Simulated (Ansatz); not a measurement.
# Strength of the C–H bond: C2H4FSi → C2H3FSi + H

Species: C2H4FSi `[H]/[C]=C/[SiH2]F`, doublet; C2H3FSi `C#C[SiH2]F`, singlet; H atom, doublet. 

Shapes, held fixed at every level: PBE0-D4/def2-TZVP. Flexible molecules stand in one conformer, not always the lowest. Programs: Ansatz 0.2.0. The zero-point and thermal change to 298 K, harmonic and unscaled (PBE0-D4/def2-TZVP), is -18.8 kJ/mol.

| level | kind | ΔH(298 K) (kJ/mol) | CPU time (sum over the molecules) |
| --- | --- | --- | --- |
| HF/def2-SVP | Hartree–Fock | +139.6 | – |
| HF/def2-TZVPP | Hartree–Fock | +132.0 | – |
| PBE-D4/def2-TZVPP | GGA | +139.5 | 12 s |
| PBE0-D4/def2-TZVPP | global hybrid | +148.0 | 16 s |
| r2SCAN0-D4/def2-TZVPP | global hybrid | +161.2 | 25 s |
| wB97M-V/def2-TZVPP | range-separated hybrid | +131.9 | 52 s |
| B2PLYP/def2-TZVPP | double hybrid | +124.1 | 28 s |

B2PLYP/def2-TZVPP gives ΔH(298 K) = +124.1 kJ/mol; the levels span +124.1 to +161.2. A fragment pairs its electrons up again, so this isn't a typical strength of such a bond. The median of the levels is +139.5. No measured value is set beside it here. Spin contamination: C2H4FSi (⟨S²⟩ up to 0.92). Open shells run unrestricted. B2PLYP/def2-TZVPP lies outside the range of all other levels here, so it shouldn't be taken on trust. Times are processor times on shared x86 and Arm servers, and rough.

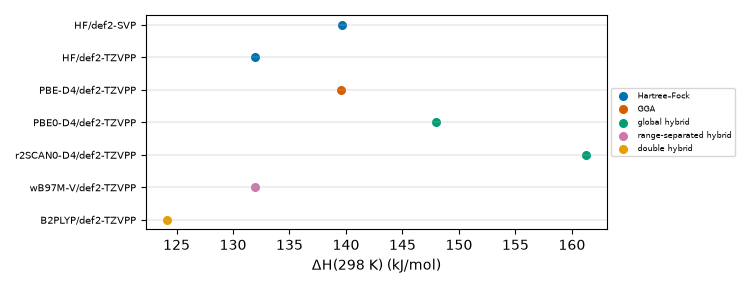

The values of the table, level by level.
